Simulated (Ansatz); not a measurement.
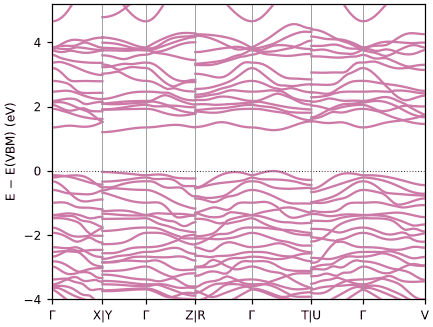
Fig. 1. Band structure from r²SCAN+D4 (plane waves, PAW; program Ansatz)

The gap is 1.20 eV; an edge lies off the plotted path or next to a special point (maximum off the standard path, minimum off the standard path).

The material is ReSe2 in space group P-1 (No. 2; Pearson symbol aP12).

The workflow started from a Materials Project entry (that database holds measured and hypothetical structures alike); the Crystallography Open Database files this formula in space group No. 2, but the cells were not matched. Its standing as an ambient phase is unchecked. The cell was relaxed with r²SCAN+D4 under the symmetry of its start; whether a distortion lowers the energy is not shown. No spin polarisation was allowed. Scalar-relativistic: spin–orbit coupling is off unless named, which matters more the heavier the elements.

Potentials: the later of the program's two PAW sets.
